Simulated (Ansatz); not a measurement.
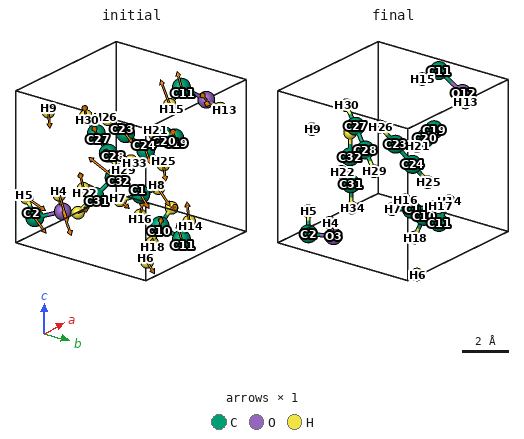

The structure of an amorphous cell of composition H10C6O before (left) and after (right) a relaxation, at one scale. The orange arrows give the displacements, at their true length.

A ball-and-stick model of the cell of the calculation (origin shifted), seen from a free direction.

The cell holds 2 CH3CH2OH + 4 C2H2. The run prepares the start of a later molecular dynamics calculation, from a guessed geometry.

Level of theory: DFT PBE-D3(BJ), scalar-relativistic, plane waves, PAW (Ansatz 0.2.0).

The input:
```yaml
accuracy: low
crystal:
  lattice:
    - [7.23807, 0.0, 0.0]
    - [0.0, 7.23807, 0.0]
    - [0.0, 0.0, 7.23807]
  atoms:
    - { symbol: C, position: [0.0072382, 0.5269145, 0.2509453] }
    - { symbol: C, position: [0.1296592, 0.3880329, 0.3476849] }
    - { symbol: O, position: [0.312267, 0.4622893, 0.3484394] }
    - { symbol: H, position: [0.3919571, 0.3738649, 0.4104017] }
    - { symbol: H, position: [0.0801033, 0.3643197, 0.4892758] }
    - { symbol: H, position: [0.1254894, 0.2548881, 0.2747384] }
    - { symbol: H, position: [-0.1355017, 0.4777607, 0.2458207] }
    - { symbol: H, position: [0.0106758, 0.6586809, 0.324274] }
    - { symbol: H, position: [0.0560081, 0.5493792, 0.109991] }
    - { symbol: C, position: [0.5402972, 0.0339936, 0.3248987] }
    - { symbol: C, position: [0.6976997, 0.0778143, 0.1947536] }
    - { symbol: O, position: [0.6936894, 0.2722076, 0.1622671] }
    - { symbol: H, position: [0.79447, 0.3016408, 0.0786868] }
    - { symbol: H, position: [0.8299116, 0.0358132, 0.2565761] }
    - { symbol: H, position: [0.6812315, 0.0007204, 0.0649405] }
    - { symbol: H, position: [0.5358878, -0.1138825, 0.3553992] }
    - { symbol: H, position: [0.5575465, 0.1097979, 0.454156] }
    - { symbol: H, position: [0.4090427, 0.0747467, 0.2627478] }
    - { symbol: C, position: [0.9277825, 0.8483579, 0.7299318] }
    - { symbol: C, position: [0.7790002, 0.8829935, 0.7999021] }
    - { symbol: H, position: [0.6485992, 0.9133501, 0.8612279] }
    - { symbol: H, position: [1.0581835, 0.8180013, 0.668606] }
    - { symbol: C, position: [0.2348024, 0.0052528, 1.0206922] }
    - { symbol: C, position: [0.2389516, 0.1570078, 0.9486864] }
    - { symbol: H, position: [0.2425882, 0.2900142, 0.8855765] }
    - { symbol: H, position: [0.2311658, -0.1277536, 1.0838021] }
    - { symbol: C, position: [0.6345081, 0.4722676, 0.7596807] }
    - { symbol: C, position: [0.7104297, 0.5051694, 0.6134446] }
    - { symbol: H, position: [0.7769716, 0.5340064, 0.4852752] }
    - { symbol: H, position: [0.5679661, 0.4434307, 0.8878502] }
    - { symbol: C, position: [0.2806652, 0.7337072, 0.5260511] }
    - { symbol: C, position: [0.4144637, 0.7786126, 0.6172273] }
    - { symbol: H, position: [0.5317321, 0.8179702, 0.6971392] }
    - { symbol: H, position: [0.1633969, 0.6943495, 0.4461392] }
basis:
  ecutwfc: 420.0
kpoints:
  mp_grid: { grid: [1, 1, 1] }
hamiltonian:
  xc: pbe
  dispersion: d3bj
scf:
  occupations: { method: fermi_dirac, width: 0.02 }
  lower_state_search: "off"
relax:
  f_tol: 0.3
  max_steps: 15
  adjacent_minimum: "off"
output:
  write_density: true
  write_potential: true
  elf: true
  volumetric_format: npy
```

Launched with:
```bash
ansatz run input.yaml --threads 1 --pin off --max-ram 3072MiB --backend cpu --events-out ev --progress --plain --runs-dir out
```

Q: What changed between the two?

A: The relaxation stopped without meeting its thresholds, so the last structure isn't shown to be converged. It used up its limit of 15 steps. The energy falls by 61.6 meV per atom in 14 geometry steps. The largest force component goes from 1.4 to 0.39 eV/Å. The forces were under the threshold at step 7, but the run went on from there. H33 moves most: 2.31 Å roughly along [−2 −3 2]. By element the largest moves are H 2.31 Å, C 1.52 Å, O 1.26 Å. The lattice vectors keep their values. Some distances before and after: C11–O12 1.427 → 1.444 Å, C20–H21 1.066 → 1.075 Å, C19–C20 1.216 → 1.208 Å, C19–H22 1.066 → 1.073 Å. Bond angles that change, for instance: C10–C11–O12 107.1° → 109.5°, C20–C19–H22 180.0° → 177.8°, C2–C1–H8 110.0° → 112.0°.

Limits of the set-up: the program's low-accuracy preset was used; the periodic images lie only 7.2 Å apart, so the values are limited by the cell's size.
